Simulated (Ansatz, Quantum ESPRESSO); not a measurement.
# Lattice dynamics of KTaO3 (Pm-3m) in two programs, part 4 of 5

How does KTaO3 (Pm-3m) vibrate, and is this structure a minimum?

Quantum ESPRESSO 7.5; DFT LDA, scalar-relativistic, plane waves, PseudoDojo norm-conserving pseudopotentials.

So far. Step 9 (Modes with the sum rule): The rule moves no optical mode by more than 0.1 cm⁻¹. Step 11 (Modes along a direction of q (1 0 0)): The field moves 3 modes; the highest of them now lies at 819 cm⁻¹, where the highest that moved away lay at 556.

## Step 13: The same in Ansatz

A second program on the same cell, potentials, cutoff and meshes tests the implementation of the phonon response, not its convergence. Its field response is summed in its own way. Its k mesh is centred on Γ.

This step: DFT LDA, scalar-relativistic, plane waves, PseudoDojo norm-conserving pseudopotentials (Ansatz 0.2.0).

Contents of input.yaml:

```yaml
crystal:
  lattice:
    - [3.9385677481, 0.0, 0.0]
    - [0.0, 3.9385677481, 0.0]
    - [0.0, 0.0, 3.9385677481]
  atoms:
    - { symbol: K, position: [0.5, 0.5, 0.5] }
    - { symbol: Ta, position: [0.0, 0.0, 0.0] }
    - { symbol: O, position: [0.5, 0.0, 0.0] }
    - { symbol: O, position: [0.0, 0.5, 0.0] }
    - { symbol: O, position: [0.0, 0.0, 0.5] }
kpoints:
  mp_grid: { grid: [6, 6, 6] }
hamiltonian:
  xc: lda
  pseudopotentials: { kind: nc, accuracy: standard }
scf:
  occupations: { method: fixed }
output:
  eigenvalues: true
basis:
  ecutwfc: 1142.878
phonons:
  method: dfpt
  dielectric: true
  rigid_motions: translations
  qmesh: [2, 2, 2]
  temperatures: { t_max: 1000, t_step: 50 }
  qpath:
    path:
      - [[0.0, 0.0, 0.0], [0.0, 0.5, 0.0], [0.5, 0.5, 0.0], [0.0, 0.0, 0.0], [0.5, 0.5, 0.5], [0.0, 0.5, 0.0]]
      - [[0.5, 0.5, 0.5], [0.5, 0.5, 0.0]]
    npoints: 12
```

Started as:

```bash
$ ansatz run input.yaml --threads 8 --pin off --max-ram 16384MiB --backend cpu --events-out ev --progress --plain --runs-dir out
```

Output:

```text
Warning: basis.ecutwfc = 1142.878 eV is below the records' recommended 1142.878222 eV, and the density's cutoff is lower with it unless basis.ecutrho_ratio is high enough to keep the records' density cutoff: compare with a run at a higher cutoff
Engine: ansatz 0.2.0, aarch64-unknown-linux-gnu
Pseudopotentials: kind: nc
Pseudopotential: K, nc, valence charge 9, recommended cutoff 979.609905 eV (normal), K.nc.azcp (PseudoDojo's, or run here from an input of PseudoDojo's; its table is named by hamiltonian.pseudopotentials.accuracy)
Pseudopotential: Ta, nc, valence charge 13, recommended cutoff 789.130201 eV (normal), Ta.nc.azcp (PseudoDojo's, or run here from an input of PseudoDojo's; its table is named by hamiltonian.pseudopotentials.accuracy)
Pseudopotential: O, nc, valence charge 6, recommended cutoff 1142.878222 eV (normal), O.nc.azcp (PseudoDojo's, or run here from an input of PseudoDojo's; its table is named by hamiltonian.pseudopotentials.accuracy)
Functional definition: SPW92
  exchange = slater_x
  correlation = pw_c
Crystal: 5 atoms, lattice volume = 61.096 Å³
Basis set: ecut = 1142.878 eV, 5377 PW (Γ), exchange–correlation on 90×90×90 points (8 copies of the dense FFT grid, shifted against one another)
Bands: 25, of which v1, the nominal top of the filled ones, is band 20 counted from 1 (19 counted from 0)
Symmetry: 48 space group operations
k-points: 80 of 216 (irreducible under 2 space group operations, time reversal used)
Non-local potential: K, projectors of the file, l = 0: 2, l = 1: 2, l = 2: 2
Non-local potential: Ta, projectors of the file, l = 0: 2, l = 1: 2, l = 2: 2, l = 3: 2
Non-local potential: O, projectors of the file, l = 0: 2, l = 1: 2, l = 2: 1
Initial density: superposition of atomic densities (chi_scale 0.1, normalization cell, long waves kept (reshape's long-wave potential 0.00 eV rms))
Initial wavefunctions: pseudopotential atomic-orbital guess
Functional: x = slater, c = lda
SCF iter   1: F=—  HF=-3943.469973 eV  |F-HF|=—  |Δ(HF+E_count)|=         —  Δρ=5.93e-2  dr2=2.00e0  ethr=3.10e-3  ⟨swp⟩=6.1  Hψ=9279  notcnv=0  defer=178
preconditioner: auto → Resta (q_TF=auto, 2.542 Å⁻¹)  ε∞=4.5  [insulator: Δε(μ)=2.745 eV  Ē_g=14.008 eV  n_scr=18 (ndim 8)  ℏωp=26.0 eV  f_vac=0.000  ε∞_Penn≈4.5]
SCF iter   2: F=—  HF=-3942.850945 eV  |F-HF|=—  |Δ(HF+E_count)|=   6.19e-1  Δρ=3.16e-2  dr2=5.08e-1  ethr=3.10e-3  ⟨swp⟩=2.9  Hψ=3966  notcnv=0  defer=197
SCF iter   3: F=—  HF=-3942.667099 eV  |F-HF|=—  |Δ(HF+E_count)|=   1.84e-1  Δρ=1.48e-2  dr2=1.16e-1  ethr=1.27e-3  ⟨swp⟩=2.7  Hψ=3547  notcnv=0  defer=224
SCF iter   4: F=—  HF=-3942.639466 eV  |F-HF|=—  |Δ(HF+E_count)|=   2.76e-2  Δρ=3.93e-3  dr2=6.40e-3  ethr=2.89e-4  ⟨swp⟩=3.1  Hψ=3522  notcnv=0  defer=228
SCF iter   5: F=—  HF=-3942.637901 eV  |F-HF|=—  |Δ(HF+E_count)|=   1.57e-3  Δρ=7.50e-4  dr2=2.30e-4  ethr=1.60e-5  ⟨swp⟩=2.5  Hψ=3865  notcnv=0  defer=228
SCF iter   6: F=—  HF=-3942.637854 eV  |F-HF|=—  |Δ(HF+E_count)|=   4.72e-5  Δρ=1.58e-4  dr2=1.07e-5  ethr=5.74e-7  ⟨swp⟩=2.1  Hψ=3322  notcnv=0  defer=222
SCF iter   7: F=—  HF=-3942.637860 eV  |F-HF|=—  |Δ(HF+E_count)|=   5.84e-6  Δρ=3.06e-5  dr2=2.63e-7  ethr=2.68e-8  ⟨swp⟩=2.2  Hψ=3587  notcnv=0  defer=221
SCF iter   8: F=—  HF=-3942.637799 eV  |F-HF|=—  |Δ(HF+E_count)|=   6.10e-5  Δρ=3.12e-6  dr2=3.65e-9  ethr=6.57e-10  ⟨swp⟩=2.0  Hψ=3545  notcnv=0  defer=208
SCF iter   9: F=—  HF=-3942.637799 eV  |F-HF|=—  |Δ(HF+E_count)|=  9.56e-10  Δρ=4.41e-7  dr2=1.07e-10  ethr=9.11e-12  ⟨swp⟩=3.2  Hψ=4090  notcnv=0  defer=208
SCF iter  10: F=-3942.637799 eV  HF=-3942.637799 eV  |F-HF|=2.73e-12  |Δ(HF+E_count)|=  1.73e-11  Δρ=6.00e-8  dr2=1.27e-12  ethr=1.00e-12  ⟨swp⟩=18.2  Hψ=17621  notcnv=0
SCF 1 converged in 10 iterations: F = -3942.637799 eV  dr2 = 1.27e-12
DFPT response loops at Γ: preconditioner auto → none (the input reference at scf.mixing.eps_inf says where Resta's filter doesn't serve); β = 0.50; Broyden in place of MSR1
── the response to a field inside a basis, on 8×8×8 k-points: an SCF that follows is theirs, and a resumed run solves both again ──
Bands: 21, of which v1, the nominal top of the filled ones, is band 20 counted from 1 (19 counted from 0)
k-points: 20 of 512
Initial density: handed on by an earlier stage of this run
Initial wavefunctions: pseudopotential atomic-orbital guess (no wavefunctions were taken with the density)
Eigensolver: Dense (20 Hₖ)
SCF iter   1: F=—  HF=-3942.628032 eV  |F-HF|=—  |Δ(HF+E_count)|=         —  Δρ=1.68e-4  dr2=3.39e-6  ethr=1.00e-1
preconditioner: auto → Resta (q_TF=auto, 2.542 Å⁻¹)  ε∞=5.8  [insulator: Δε(μ)=2.455 eV  Ē_g=12.316 eV  n_scr=18 (ndim 8)  ℏωp=26.9 eV  f_vac=0.007  ε∞_Penn≈5.8]
SCF iter   2: F=—  HF=-3942.628033 eV  |F-HF|=—  |Δ(HF+E_count)|=   7.70e-7  Δρ=8.56e-5  dr2=5.23e-7  ethr=8.47e-9
SCF iter   3: F=—  HF=-3942.628033 eV  |F-HF|=—  |Δ(HF+E_count)|=   3.83e-7  Δρ=3.01e-5  dr2=1.01e-7  ethr=1.31e-9
SCF iter   4: F=-3942.628033 eV  HF=-3942.628033 eV  |F-HF|=2.03e-10  |Δ(HF+E_count)|=   4.59e-8  Δρ=1.65e-6  dr2=4.88e-10  ethr=2.53e-10
SCF 1 converged in 4 iterations: F = -3942.628033 eV  dr2 = 4.88e-10
DFPT response loops at Γ: mixed as the last ones told, above
WARN: field response: ε∞ stands inside a basis, on 8×8×8 points; the force constants stand on the 6×6×6 k-mesh, whose period is 13.67 times the interband length at k = (0.0000, 0.0000, 0.0000), direct gap 2.789 eV, under 14: take them and everything formed from them as unconverged, and compare with a denser kpoints.mp_grid
NSCF: frozen V_eff on 20 k-points
NSCF: frozen V_eff on 128 k-points
DFPT response loops at q = (0, 0, -0.5) (fractional): preconditioner auto → Resta (q_TF=auto, 2.542 Å⁻¹)  ε∞=5.3 (no band partly filled); β = 1.00, the filter's whole step (`scf.mixing.beta` (0.50) is not read by the response loops at its default; to damp them type it under 1.00, their step now; it binds the ground state too); Broyden in place of MSR1
NSCF: frozen V_eff on 128 k-points
DFPT response loops at q = (0, -0.5, -0.5) (fractional): mixed as the last ones told, above
NSCF: frozen V_eff on 128 k-points
DFPT response loops at q = (-0.5, -0.5, -0.5) (fractional): mixed as the last ones told, above
SCF converged after 10 iterations
Free energy (F): -3942.637799 eV
Harris-Foulkes:  -3942.637799 eV  (|F-HF|=2.73e-12)
Internal energy: -3942.637799 eV  (E = F + TS)
E sigma→0 (E₀):  -3942.637799 eV
Fermi energy:    8.897859 eV
--- Per-component energies (eV) ---
  E_band       = -243.630520
  E_kinetic    = 1652.999796
  E_local      = -2604.759781  (includes V_loc(G=0)·N_el)
  E_nonlocal   = 19.443005
  E_hartree    = 755.140860
  E_xc         = -908.499301
  E_vxc        = -821.595287  (∫ρ·V_xc dr)
  E_ewald      = -2856.962378
  E_smearing   = -0.000000  (= −TS)
  E_closure    = 0.000000  (closes the sum)
  Σ components = -3942.637799   (vs F -3942.637799, Δ=0.00e0)
--- Band table (eV; the first three rows and the last of 80) ---
  k-point 0: bands = [... 16 lower, 7.7700, 8.2748, 8.2748, 8.2748, 11.0636, 11.0636, 11.0636, 15.6145, ... 1 higher]
  k-point 1: bands = [... 16 lower, 7.5624, 7.6306, 8.1561, 8.1561, 11.1076, 11.9157, 11.9157, 16.0915, ... 1 higher]
  k-point 2: bands = [... 16 lower, 6.8801, 7.3714, 8.0673, 8.0673, 11.1990, 13.3856, 13.3856, 16.1986, ... 1 higher]
  k-point 79: bands = [... 16 lower, 4.8700, 8.8979, 8.8979, 8.8979, 15.6856, 15.6856, 15.6856, 17.7656, ... 1 higher]
--- Phonons (Γ-DFPT): 4 representative perturbations + reference, on 80 of 216 k-points (Σ response iterations 13) ---
  k mesh reduced under 2 symmetry operations, with k and −k counted as one. Each operation leaves every solved perturbation unchanged. A smaller set is not considered because the run solves the response to a homogeneous field
  ASR residual: 9.651e-5 → 0.000e0 eV/Å²; symmetrization residual: 4.727e-6 eV/Å²
  ASR residual per site (eV/Å²): 2.24e-6 9.65e-5 3.24e-5 3.24e-5 3.24e-5
  Γ frequencies (cm⁻¹): 0.00 0.00 0.00 91.58 91.58 91.58 184.42 184.42 184.42 249.02 249.02 249.02 555.51 555.51 555.51
  ε∞ (high-frequency dielectric tensor):
        5.371411    -0.000000     0.000000
       -0.000000     5.371411     0.000000
        0.000000     0.000000     5.371411
  ε⁰ (static dielectric tensor: ions relaxed, cell fixed):
      201.669635    -0.000000    -0.000000
       -0.000000   201.669635     0.000000
       -0.000000     0.000000   201.669635
  ε⁰ − ε∞ (ionic part):
      196.298224    -0.000000    -0.000000
       -0.000000   196.298224     0.000000
       -0.000000     0.000000   196.298224
  softest optical mode at Γ: 91.58 cm⁻¹; the repairs (sum rule, projections) moved no ω² at Γ by more than (1.32 cm⁻¹)²
  Born effective charges Z* (e; rows j = field, columns β = displacement):
    site 0:
         1.15374    0.00000    0.00000
         0.00000    1.15374    0.00000
         0.00000   -0.00000    1.15374
    site 1:
         8.66029    0.00000    0.00000
         0.00000    8.66029    0.00000
         0.00000   -0.00000    8.66029
    site 2:
        -6.43870   -0.00000    0.00000
        -0.00000   -1.68766    0.00000
         0.00000    0.00000   -1.68766
    site 3:
        -1.68766   -0.00000    0.00000
         0.00000   -6.43870   -0.00000
         0.00000   -0.00000   -1.68766
    site 4:
        -1.68766    0.00000    0.00000
        -0.00000   -1.68766   -0.00000
         0.00000   -0.00000   -6.43870
  Z* charge neutrality: 1.874e-3 e pre-enforcement
  solved inside a basis spanned on kpoints, on 8×8×8 k-points, its susceptibility summed on 10×10×10: ε∞ is read to err by 1.6e-2, Z* by 4.0e-2 e (field_mesh: kpoints solves on kpoints); Z* is corrected for what the basis lacks
  optical modes at Γ without the LO–TO term, one row a degenerate level:
      ω (cm⁻¹)  modes    IR ((D/Å)²/amu)
         91.58      3           135.2103
        184.42      3            16.2385
        249.02      3             0.0000
        555.51      3            83.5822
  optical modes at Γ + LO–TO along q̂ = [1.0000, 0.0000, 0.0000]:
      ω (cm⁻¹)  modes    IR ((D/Å)²/amu)
         91.58      2            90.1402
        175.82      1             0.0363
        184.42      2            10.8257
        249.02      3             0.0000
        399.60      1             6.6351
        555.51      2            55.7215
        818.27      1            71.6723
  optical modes at Γ + LO–TO along q̂ = [0.0000, 1.0000, 0.0000]:
      ω (cm⁻¹)  modes    IR ((D/Å)²/amu)
         91.58      2            90.1402
        175.82      1             0.0363
        184.42      2            10.8257
        249.02      3             0.0000
        399.60      1             6.6351
        555.51      2            55.7215
        818.27      1            71.6723
  optical modes at Γ + LO–TO along q̂ = [0.0000, 0.0000, 1.0000]:
      ω (cm⁻¹)  modes    IR ((D/Å)²/amu)
         91.58      2            90.1402
        175.82      1             0.0363
        184.42      2            10.8257
        249.02      3             0.0000
        399.60      1             6.6351
        555.51      2            55.7215
        818.27      1            71.6723
--- Phonons (arbitrary-q DFPT): 4 irreducible q on the 2×2×2 mesh ---
  q = [0.0000, 0.0000, 0.0000] (star 1, of the zone-centre solve; hermiticity 6.48e-7, symmetrization 3.50e-7): -0.00 -0.00 0.00 91.58 91.58 91.58 184.42 184.42 184.42 249.02 249.02 249.02 555.51 555.51 555.51
  q = [0.0000, 0.0000, -0.5000] (star 3, 9 solved perturbations in 504 linear systems a pass and spin channel, the states on 64 of 216 k-point pairs; hermiticity 1.82e-7, symmetrization 5.67e-14): 64.55 64.55 165.90 165.90 185.36 185.36 193.86 214.78 276.22 329.82 329.82 419.31 531.09 531.09 870.41
  q = [0.0000, -0.5000, -0.5000] (star 3, 9 solved perturbations in 504 linear systems a pass and spin channel, the states on 64 of 216 k-point pairs; hermiticity 2.55e-7, symmetrization 2.84e-14): 64.97 147.81 155.19 155.19 165.80 240.51 240.51 329.94 329.94 349.31 349.31 445.44 498.94 614.00 917.91
  q = [-0.5000, -0.5000, -0.5000] (star 1, 4 solved perturbations in 184 linear systems a pass and spin channel, the states on 64 of 216 k-point pairs; hermiticity 8.09e-8, symmetrization 7.41e-14): 137.76 137.76 137.76 181.04 181.04 181.04 265.92 265.92 265.92 427.77 427.77 427.77 579.65 579.65 950.75
  sum rule: each row above includes the acoustic sum rule's correction from the zone centre's row sums; it moved no ω² by more than (0.74 cm⁻¹)²
  mesh force constants: q→R imaginary residual 7.61e-18; ASR residual 9.651e-5 → 0.000e0 eV/Å²; symmetrization residual 3.908e-14 eV/Å²
  interpolated dispersion: 75 rows × 15 modes
  density of states and harmonic sums: on the 16×16×16 q-mesh, interpolated from the force constants of a 2×2×2 supercell (with the dipole–dipole term)
  largest difference from the sums on the solved wave vectors: F 1.74e-2 eV, S 3.20e-5 and C_V 3.13e-5 eV/K
  zero-point energy: 0.296533 eV/cell   skipped modes (ω ≤ 0): 3   left out of the sums: 4.88e-5 of the cell's modes: C_V's classical limit lies that fraction below 3 k_B per atom; for a crystal, a wire or a layer, F and S can be off by more, and a phonons.interpolated_qmesh denser along its periods is the remedy for the sampling
```

Run time: 4 min. Hardware: 8 threads of Arm Neoverse N1, shared host; peak memory 2.3 GiB; 31 min of CPU time.

This step gave:

| Quantity | Value |
| --- | --- |
| sum-rule residual before enforcement | 9.65e-5 eV/Å² |
| miss of the charge sum rule | 0.001874 e |
| estimated error of the dielectric tensor | 0.01586 |
| estimated error of the Born charges | 0.03983 e |
| mean frequency | 318.9 cm⁻¹ |
| Debye temperature (second moment) | 705 K |
| logarithmic mean frequency | 264.7 cm⁻¹ |
| lowest optical zone-centre mode | 91.58 cm⁻¹ |
| mean high-frequency dielectric constant | 5.371 |
| largest Born charge in size (third of the trace) | 8.660 e |
| mean static dielectric constant | 201.7 |
| highest mode moved by the LO-TO term | 818.3 cm⁻¹ |
| lowest mode on the q mesh (acoustic ones at the zone centre apart) | 64.55 cm⁻¹ |
| zero-point energy per atom | 59.31 meV |

Transverse modes. Lines of the infrared spectrum (strongest = 100):

```
position (cm⁻¹)  label  IR intensity ((D/Å)²/amu), degenerate modes summed, relative
             92    T1u                                                           100
            184    T1u                                                            12
            249    T2u                                                           0.0
            556    T1u                                                            62
```

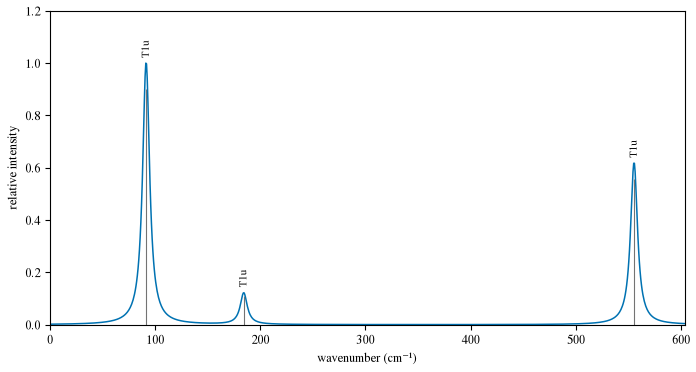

The infrared spectrum, broadened with Lorentzians of width 8 cm⁻¹; bars mark the lines.

The log warns that the force constants on this k mesh are to be taken as unconverged.

## Step 14: Side by side: QE PseudoDojo and Ansatz, PseudoDojo

Numbers from this step:

| Property | Result |
| --- | --- |
| root-mean-square difference | 0.08 cm⁻¹ |
| largest difference | 0.17 cm⁻¹ |
| root-mean-square difference on the path | 0.1 cm⁻¹ |
| largest difference on the path | 0.9 cm⁻¹ |

The 12 of 57 modes that differ most. Frequencies side by side:

```
q (reciprocal lattice)  mode  QE PseudoDojo (cm⁻¹)  Ansatz, PseudoDojo (cm⁻¹)
                 0 0 0    10                 248.9                        249
                 0 0 0    11                 248.9                        249
                 0 0 0    12                 248.9                        249
              0 0 -0.5     5                 185.2                      185.4
              0 0 -0.5     6                 185.2                      185.4
              0 0 -0.5     9                 276.1                      276.2
           0 -0.5 -0.5     2                 147.7                      147.8
           0 -0.5 -0.5     8                 329.8                      329.9
           0 -0.5 -0.5     9                 329.8                      329.9
        -0.5 -0.5 -0.5     1                 137.6                      137.8
        -0.5 -0.5 -0.5     2                 137.6                      137.8
        -0.5 -0.5 -0.5     3                 137.6                      137.8
```

The two runs side by side. Further quantities:

```
                                                                               quantity  QE PseudoDojo  Ansatz, PseudoDojo
                                                                                mean ε∞          5.438               5.371
largest Born charge in size (e; the first before, the second after the charge sum rule)           8.72                8.66
```

The interpolated bands of the two lie on top of each other.

At the solved wavevectors the largest difference (acoustic modes at Γ apart) is 0.02 % of the highest mode.

[end of part 4 of 5]

[Host names and launcher messages were left out of these logs when they were recorded.]

[Logs are printed without paths, hosts, clocks, repeated set-up lines and the standing remarks that a program may print on its own settings, such as how far it seeks lower states.]

[Hosts, paths, dates, database ids (printed as entryN), source tags and the programs' standing remarks are cut or masked in the printed files.]
